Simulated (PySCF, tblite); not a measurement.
# C5H7ClSSi: geometry, infrared bands and NMR shifts

Wanted: the infrared bands and NMR shifts of C5H7ClSSi (`C[SiH2]c1ccc(Cl)s1`), by calculation.

Programs: tblite 0.8.0 and PySCF 2.14.0, with density-fitted response routines of our own. Each step states its level of theory. These are calculated values for one molecule in the gas phase, unless marked as measured. Atoms are numbered from 0 throughout.

**1. The starting structure**

15 atoms, charge 0, multiplicity 1; geometry from: force field or distance geometry start.

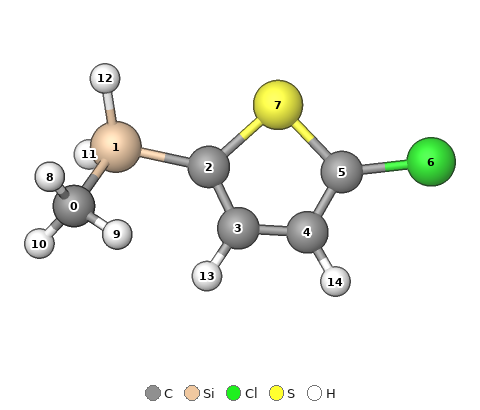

The starting geometry (carbon grey, silicon light orange, chlorine green, sulfur yellow, hydrogen white), atoms numbered.

**2. Geometry optimisation with GFN2-xTB**

The job: settings as JSON, then the geometry in Å.

```
{"job": {"kind": "relax", "xc": "GFN2-xTB", "basis": "xTB"}, "charge": 0, "multiplicity": 1}
C     -2.532200     0.408800     0.284200
Si    -1.424300    -0.263800    -1.081000
C      0.343000    -0.146500    -0.521700
C      0.820600    -0.331700     0.708700
C      2.147200    -0.199000     0.917000
C      2.904900     0.134600    -0.166900
Cl     4.644800     0.381600    -0.188400
S      1.772800     0.281300    -1.568500
H     -3.116700     1.264200    -0.078100
H     -1.831900     0.837200     1.050300
H     -3.144200    -0.371500     0.762600
H     -1.686900    -1.660300    -1.395400
H     -1.658000     0.622300    -2.214700
H      0.142200    -0.612900     1.557800
H      2.614400    -0.336200     1.912300
```

Run with:

```sh
> OMP_NUM_THREADS=1 python probes_run.py task.json out
```

This one command runs all jobs of the session in turn.

The log of the run:

```text
step      E/eV     max force
  0    -646.37974    3.924
  1    -646.64337    1.826
  2    -646.72153    0.849
  3    -646.77476    0.518
  4    -646.80264    0.582
  5    -646.82852    0.356
  6    -646.83728    0.312
  7    -646.84653    0.281
  8    -646.85610    0.338
  9    -646.86515    0.265
 10    -646.87139    0.175
 11    -646.87489    0.141
 12    -646.87690    0.146
 13    -646.87871    0.145
 14    -646.88079    0.158
 15    -646.88309    0.161
 16    -646.88512    0.131
 17    -646.88661    0.105
 18    -646.88780    0.110
 19    -646.88889    0.108
 20    -646.88984    0.073
 21    -646.89058    0.075
 22    -646.89119    0.065
 23    -646.89187    0.090
 24    -646.89267    0.083
 25    -646.89344    0.085
 26    -646.89404    0.065
 27    -646.89450    0.052
 28    -646.89498    0.066
 29    -646.89563    0.082
 30    -646.89648    0.087
 31    -646.89734    0.069
 32    -646.89802    0.067
 33    -646.89862    0.066
 34    -646.89923    0.072
 35    -646.89979    0.063
 36    -646.90024    0.058
 37    -646.90059    0.056
 38    -646.90090    0.047
 39    -646.90122    0.049
 40    -646.90154    0.049
 41    -646.90187    0.047
 42    -646.90218    0.046
 43    -646.90245    0.041
 44    -646.90265    0.037
 45    -646.90281    0.029
 46    -646.90297    0.039
 47    -646.90316    0.047
 48    -646.90337    0.044
 49    -646.90358    0.048
 50    -646.90380    0.046
 51    -646.90410    0.073
 52    -646.90456    0.093
 53    -646.90520    0.080
 54    -646.90597    0.084
 55    -646.90688    0.092
 56    -646.90808    0.117
 57    -646.90986    0.170
 58    -646.91215    0.163
 59    -646.91326    0.121
 60    -646.89504    0.744
 61    -646.91505    0.083
 62    -646.91564    0.071
 63    -646.91701    0.180
 64    -646.91794    0.058
 65    -646.91872    0.046
 66    -646.92099    0.125
 67    -646.92209    0.097
 68    -646.92379    0.107
 69    -646.92523    0.099
 70    -646.92560    0.129
 71    -646.92630    0.073
 72    -646.92704    0.068
 73    -646.92841    0.127
 74    -646.93000    0.120
 75    -646.93109    0.085
 76    -646.93174    0.046
 77    -646.93235    0.057
 78    -646.93293    0.062
 79    -646.93287    0.115
 80    -646.93359    0.045
 81    -646.93387    0.050
 82    -646.93492    0.065
 83    -646.93552    0.082
 84    -646.93652    0.054
 85    -646.93717    0.064
 86    -646.93767    0.065
 87    -646.93815    0.059
 88    -646.93882    0.071
 89    -646.93943    0.051
 90    -646.93981    0.036
 91    -646.94003    0.031
 92    -646.94020    0.035
 93    -646.94033    0.023
 94    -646.94043    0.022
 95    -646.94051    0.028
 96    -646.94060    0.033
 97    -646.94072    0.034
 98    -646.94082    0.024
 99    -646.94088    0.013
100    -646.94091    0.012
101    -646.94093    0.011
102    -646.94095    0.015
103    -646.94098    0.019
104    -646.94103    0.024
105    -646.94110    0.028
106    -646.94116    0.026
107    -646.94120    0.021
108    -646.94124    0.016
109    -646.94129    0.012
110    -646.94134    0.015
111    -646.94139    0.016
112    -646.94143    0.017
113    -646.94148    0.017
114    -646.94153    0.015
115    -646.94159    0.019
116    -646.94163    0.015
117    -646.94166    0.016
118    -646.94169    0.017
119    -646.94172    0.021
120    -646.94177    0.025
121    -646.94185    0.030
122    -646.94198    0.032
123    -646.94218    0.040
124    -646.94242    0.041
125    -646.94262    0.038
126    -646.94278    0.042
127    -646.94297    0.049
128    -646.94335    0.059
129    -646.94376    0.063
130    -646.94426    0.057
131    -646.94483    0.054
132    -646.94535    0.055
133    -646.94522    0.127
134    -646.94608    0.044
135    -646.94637    0.043
136    -646.94701    0.058
137    -646.94738    0.050
138    -646.94778    0.038
139    -646.94798    0.059
140    -646.94833    0.027
141    -646.94844    0.026
142    -646.94856    0.022
143    -646.94863    0.016
144    -646.94869    0.015
145    -646.94871    0.014
146    -646.94875    0.013
147    -646.94878    0.013
148    -646.94880    0.011
149    -646.94881    0.006
```

Wall time 1.1 s (1 thread of Arm Neoverse V2, shared host).

Relaxation path: (not every step is listed) (the energy doesn't fall at every step)

```csv
step,energy from step 0 (eV),largest force (eV/Å)
0,0.0000,3.9245
1,-0.2636,1.8255
2,-0.3418,0.8485
3,-0.3950,0.5178
4,-0.4229,0.5816
5,-0.4488,0.3557
6,-0.4575,0.3120
7,-0.4668,0.2808
8,-0.4764,0.3378
21,-0.5108,0.0751
34,-0.5195,0.0718
47,-0.5234,0.0471
60,-0.5153,0.7444
73,-0.5487,0.1266
86,-0.5579,0.0653
99,-0.5611,0.0127
112,-0.5617,0.0171
125,-0.5629,0.0377
138,-0.5680,0.0383
144,-0.5690,0.0150
145,-0.5690,0.0142
146,-0.5690,0.0135
147,-0.5690,0.0128
148,-0.5691,0.0108
149,-0.5691,0.0064
```

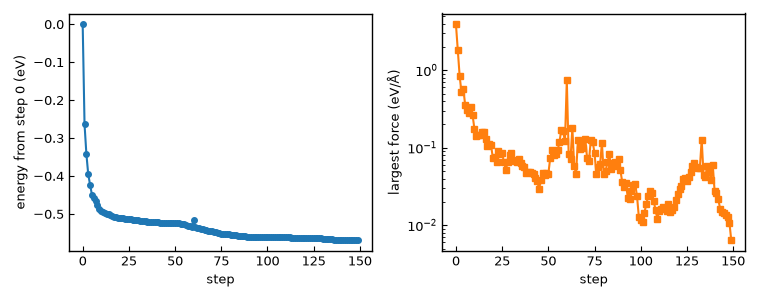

Energy and largest force along the relaxation.

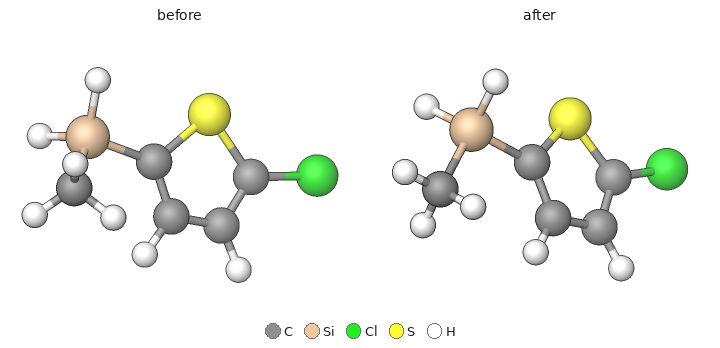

The geometry before (left) and after (right).

Distances of close pairs at the start and the end, largest changes first:

```csv
bond,before (Å),after (Å),change (Å)
C2–S7,1.823,1.736,-0.086
C5–S7,1.808,1.732,-0.076
C3–C4,1.349,1.410,+0.061
C5–Cl6,1.757,1.710,-0.047
C3–H13,1.123,1.075,-0.047
C0–H9,1.123,1.086,-0.037
C4–H14,1.108,1.075,-0.033
C2–C3,1.333,1.364,+0.031
```

The end geometry stands in the next job.

**3. Vibrational analysis with GFN2-xTB**

The job: settings as JSON, then the geometry in Å.

```
{"job": {"kind": "ir", "xc": "GFN2-xTB", "basis": "xTB"}, "charge": 0, "multiplicity": 1}
C     -2.562112     0.181846     0.307525
Si    -1.349193     0.052693    -1.143285
C      0.391565    -0.038430    -0.440702
C      0.813681    -0.027729     0.855858
C      2.211759    -0.115826     1.015456
C      2.851716    -0.193098    -0.182879
Cl     4.538496    -0.311265    -0.438447
S      1.748527    -0.160063    -1.517328
H     -3.582805     0.234060    -0.057208
H     -2.381674     1.071444     0.903657
H     -2.493024    -0.679414     0.965688
H     -1.602416    -1.160636    -1.930251
H     -1.442402     1.234091    -2.009534
H      0.134603     0.041861     1.686670
H      2.718866    -0.121544     1.962867
```

The log of the run:

```text
mode    cm-1     km/mol
  1      29.9      0.09
  2      84.1      0.14
  3     100.7      0.13
  4     146.2      0.17
  5     182.1      1.64
  6     239.8      0.09
  7     266.5      0.82
  8     332.8      3.79
  9     418.1      6.61
 10     468.6     49.71
 11     497.6     12.55
 12     523.9      1.34
 13     583.8     23.11
 14     662.1     28.64
 15     680.2    182.76
 16     714.3     38.30
 17     757.6     73.52
 18     781.6    207.10
 19     798.4     14.99
 20     823.8     75.28
 21     837.2    232.28
 22     839.9      0.03
 23     925.9     86.35
 24     999.0     54.53
 25    1098.1     15.84
 26    1171.6      3.91
 27    1314.5      0.13
 28    1370.3     14.01
 29    1442.1     86.05
 30    1485.0      0.10
 31    1489.7      0.58
 32    1538.6      9.71
 33    2218.1    390.10
 34    2230.8    152.99
 35    3039.2     23.88
 36    3040.9     24.31
 37    3053.6     23.45
 38    3127.1     15.75
 39    3139.8      7.64
```

Wall time 0.57 s (1 thread of Arm Neoverse V2, shared host).

The strongest bands and the atoms that carry them (share of the mass-weighted mode):

```csv
cm⁻¹,km/mol,atoms
680,182.8,"H11 36 %, H12 36 %"
782,207.1,"H11 36 %, H12 36 %, Si1 16 %"
824,75.3,"H9 35 %, H10 34 %, C0 17 %"
837,232.3,"H8 39 %, C0 15 %, H10 12 %, H9 12 %"
926,86.3,"C5 57 %, C2 14 %"
1442,86.0,"C4 32 %, C5 25 %, C3 22 %, C2 20 %"
2218,390.1,"H11 57 %, H12 38 %"
2231,153.0,"H12 58 %, H11 39 %"
```

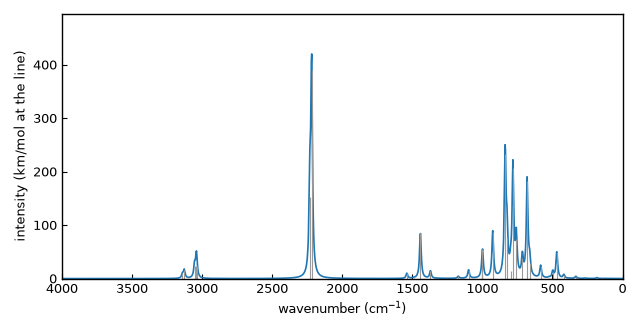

The infrared spectrum from these modes, unscaled. Lines are broadened to a width of 14 cm⁻¹ (Lorentzian).

**4. NMR shieldings: PBE0/pcSseg-1**

The job, as its differences from that of step 3:

```diff
@@ -1,2 +1,2 @@
-{"job": {"kind": "ir", "xc": "GFN2-xTB", "basis": "xTB"}, "charge": 0, "multiplicity": 1}
+{"job": {"kind": "nmr", "xc": "PBE0", "basis": "pcSseg-1"}, "charge": 0, "multiplicity": 1}
 C     -2.562112     0.181846     0.307525
```

Method: GIAO PBE0/pcSseg-1 NMR shielding, non-relativistic, gas phase.

The log of the run:

```text
coarse grid: 14648 points
cycle   1  E = -1341.8027273240  dE =  1.196e+00  |g| = 4.658e-01  |ddm| = 3.974e+00
cycle   2  E = -1341.7311619987  dE =  7.157e-02  |g| = 6.955e-01  |ddm| = 1.009e+00
cycle   3  E = -1341.8531233208  dE = -1.220e-01  |g| = 1.315e-01  |ddm| = 7.714e-01
cycle   4  E = -1341.8576781796  dE = -4.555e-03  |g| = 3.844e-02  |ddm| = 1.777e-01
cycle   5  E = -1341.8579854414  dE = -3.073e-04  |g| = 1.745e-02  |ddm| = 5.402e-02
cycle   6  E = -1341.8580680501  dE = -8.261e-05  |g| = 4.971e-03  |ddm| = 2.545e-02
cycle   7  E = -1341.8580743139  dE = -6.264e-06  |g| = 1.046e-03  |ddm| = 5.398e-03
final grid: 129064 points
cycle   8  E = -1341.9065372462  dE = -2.973e-05  |g| = 9.015e-03  |ddm| = 3.887e-02
cycle   9  E = -1341.9065130600  dE =  2.419e-05  |g| = 1.284e-02  |ddm| = 2.216e-02
cycle  10  E = -1341.9065567540  dE = -4.369e-05  |g| = 1.480e-03  |ddm| = 1.580e-02
cycle  11  E = -1341.9065573191  dE = -5.650e-07  |g| = 4.935e-04  |ddm| = 2.373e-03
cycle  12  E = -1341.9065573785  dE = -5.944e-08  |g| = 1.111e-04  |ddm| = 4.805e-04
cycle  13  E = -1341.9065573811  dE = -2.549e-09  |g| = 4.321e-05  |ddm| = 1.432e-04
cycle  14  E = -1341.9065573815  dE = -4.550e-10  |g| = 1.319e-05  |ddm| = 5.555e-05
converged SCF energy = -1341.9065573815

GIAO shielding tensors (ppm)
atom      isotropic    diamagn.    paramagn.     s11        s22        s33       span
  0 C      195.907     253.029     -57.123    193.058    195.675    198.988      5.929
  1 Si     403.611     880.683    -477.072    370.286    396.950    443.598     73.312
  2 C       45.719     261.935    -216.216    -25.788     21.328    141.618    167.406
  3 C       48.804     250.755    -201.950    -38.197     36.839    147.771    185.969
  4 C       55.204     251.562    -196.358    -22.383     49.529    138.466    160.849
  5 C       31.523     262.895    -231.372    -55.306     58.888     90.987    146.293
  6 Cl     742.658    1144.098    -401.440    496.504    757.911    973.558    477.053
  7 S      222.565    1056.404    -833.840     52.681    270.191    344.822    292.140
  8 H       31.355      27.634       3.721     26.373     27.908     39.783     13.409
  9 H       31.181      31.345      -0.164     26.510     29.099     37.934     11.424
 10 H       31.175      31.361      -0.187     26.487     29.121     37.916     11.429
 11 H       26.899      28.684      -1.785     22.538     26.189     31.970      9.432
 12 H       26.902      28.689      -1.787     22.536     26.202     31.967      9.431
 13 H       24.638      33.454      -8.816     20.609     25.221     28.085      7.476
 14 H       24.681      31.046      -6.365     21.158     24.450     28.436      7.278
```

Run time: 37 s. Hardware: 1 thread of Arm Neoverse V2, shared host; peak memory 0.84 GiB.

The references, computed at this level on geometries of the same kind, shield at (ppm): ¹H TMS 31.72, ¹³C TMS 186.9, ²⁹Si TMS 349.2, ³³S CS2 504, ³⁵Cl HCl 950. Their shielding less the atom's gives the shift. The references are single molecules in the gas phase. Atoms listed in one row are averaged.

```csv
atoms,environment,σ (ppm),δ (ppm),δ scaled to CDCl3
C5,aromatic carbon bearing chlorine,31.5,155.4,145.3
C2,substituted aromatic carbon next to the ring sulfur,45.7,141.2,131.5
C3,aromatic CH,48.8,138.1,132.9
C4,aromatic CH,55.2,131.7,126.6
C0,methyl carbon bonded to Si,195.9,-9.0,-10.7
H13,hydrogen on an aromatic CH,24.64,7.08,6.78
H14,hydrogen on an aromatic CH,24.68,7.04,6.74
"H11, H12",hydrogen on a silicon bonded to 2 C,26.90,4.82,–
"H8, H9, H10",hydrogen on a methyl carbon bonded to Si,31.24,0.48,0.56
Si1,"silicon bonded to 2 C, 2 H",403.6,-54.5,–
Cl6,chlorine bonded to C,743,207,–
S7,aromatic ring sulfur,223,281,–
```

The scaled column applies a straight-line fit of computed shieldings to shifts measured in CDCl3, with any fitted terms for Cl, Br or S neighbours (root-mean-square error 0.16 ppm for H, 1.9 ppm for C).

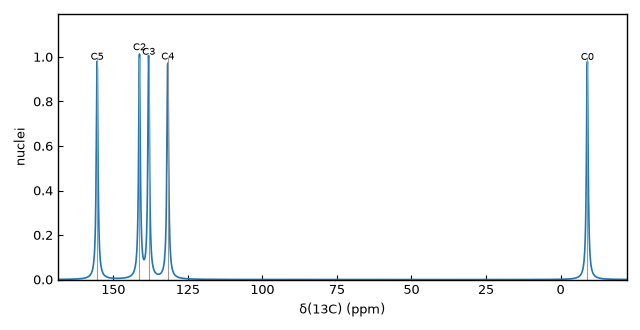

¹³C lines at the computed shifts, without couplings. Lines are broadened to a width of 0.66 ppm (Lorentzian).

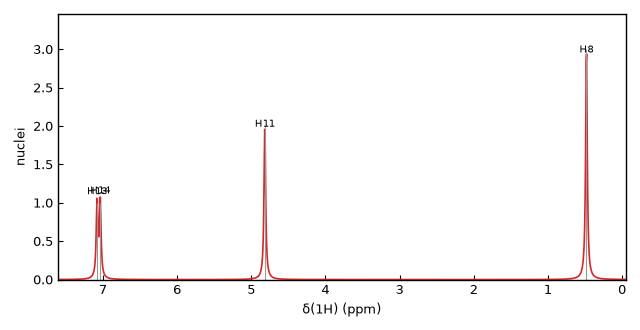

¹H lines at the computed shifts, without couplings. Lines are broadened to a width of 0.03 ppm (Lorentzian).

The run also stored atomic charges by several schemes (e):

```csv
atoms,Mulliken,IAO,Hirshfeld,ESP fit
C0,-0.64,-0.71,-0.21,-0.70
Si1,0.75,0.78,0.33,0.69
C2,-0.57,-0.44,-0.13,-0.29
C3,-0.04,-0.16,-0.07,-0.08
C4,0.08,-0.20,-0.08,-0.20
C5,-0.35,-0.18,-0.02,-0.03
Cl6,-0.04,0.01,-0.02,-0.02
S7,0.36,0.34,0.10,0.06
```

IAO charges:

C0 -0.71; Si1 0.78; C2 -0.44; C3 -0.16; C4 -0.20; C5 -0.18; Cl6 0.01; S7 0.34; H8 0.16; H9 0.16; H10 0.16; H11 -0.13; H12 -0.13; H13 0.16; H14 0.17

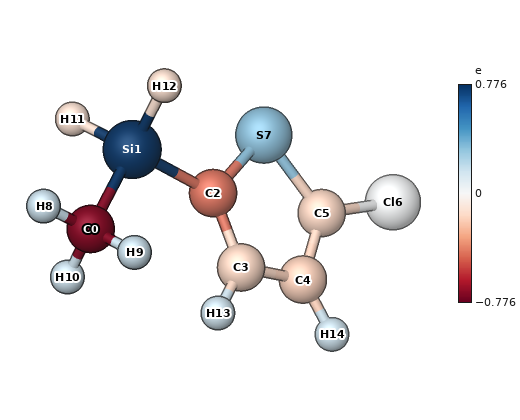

IAO charges, as colours on the atoms.

Mayer bond orders: C0–Si1 0.97, Si1–C2 0.81, C2–C3 1.59, C3–C4 1.27, C4–C5 1.48, C5–Cl6 1.06, C5–S7 1.13, S7–C2 1.14.

Ring of atoms C2, C3, C4, C5, S7: NICS(0) -11.6, NICS(1) -10.4, NICS(1)zz -23.4 ppm (means of both faces).

Orbitals, density, ELF and potential are computed afterwards from the orbital file.

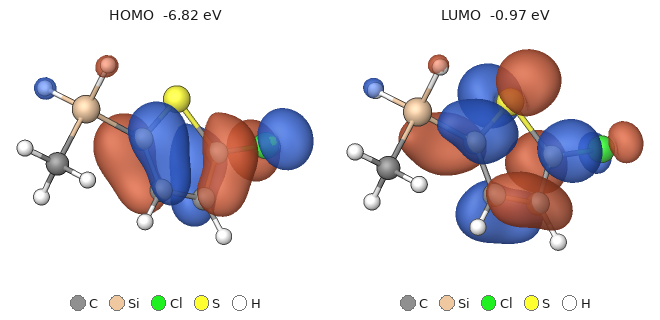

Frontier orbitals at PBE0/pcSseg-1; each surface holds 70 % of the orbital's density, blue and red mark the sign.

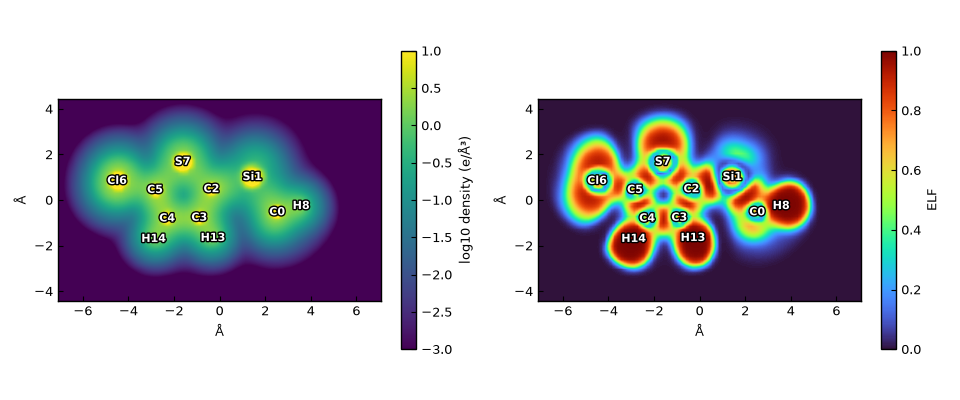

Density (left) and ELF (right) in a plane through or near 11 of the atoms.

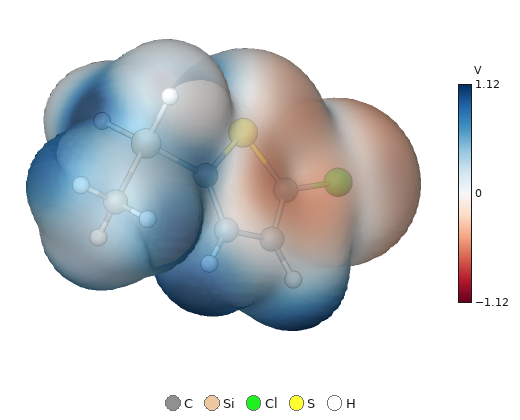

The potential that a unit positive charge feels on the 0.002 e/bohr³ surface, from -0.46 V near C2 to 1.12 V near H12.

**5. Outcome**

| quantity | value |
| --- | --- |
| strongest single infrared mode (GFN2-xTB) | 2218 cm⁻¹, 390 km/mol |
| zero-point energy (GFN2-xTB) | 62.1 kcal/mol |
| ¹³C shifts against TMS (PBE0/pcSseg-1) | 155.4, 141.2, 138.1, 131.7, -9.0 ppm |
| ¹H shifts against TMS (PBE0/pcSseg-1, means over atoms taken as alike) | 7.08, 7.04, 4.82, 0.48 ppm |
| ²⁹Si shifts against TMS (PBE0/pcSseg-1) | -54.5 ppm |
| ³⁵Cl shifts against HCl (PBE0/pcSseg-1) | 207 ppm |
| ³³S shifts against CS2 (PBE0/pcSseg-1) | 281 ppm |
| surface potential, least and greatest | -0.46 V and 1.12 V |

**Reading.** Over 149 steps the energy fell by 0.569 eV; of the close pairs, C2–S7 changed most, 1.823 to 1.736 Å. All 39 modes are real, so the xTB geometry is a minimum. The strongest single mode, at 2218 cm⁻¹, moves mainly H11 and H12. GFN2-xTB is a fitted tight-binding method: band positions and strengths are rough. Its intensities can rank the bands wrongly. At PBE0/pcSseg-1: Shielding is most anisotropic at Cl6 (span 477 ppm, paramagnetic term -401 ppm). NICS(1)zz of -23 ppm above the planar ring from C2 marks a diatropic (aromatic) ring current. At PBE0/pcSseg-1, counted by nearest atom on the grid, the HOMO lies on C2, C5 about 26 % each; Cl6 18 %, the LUMO on C2, C5 about 23 % each; S7 18 %.
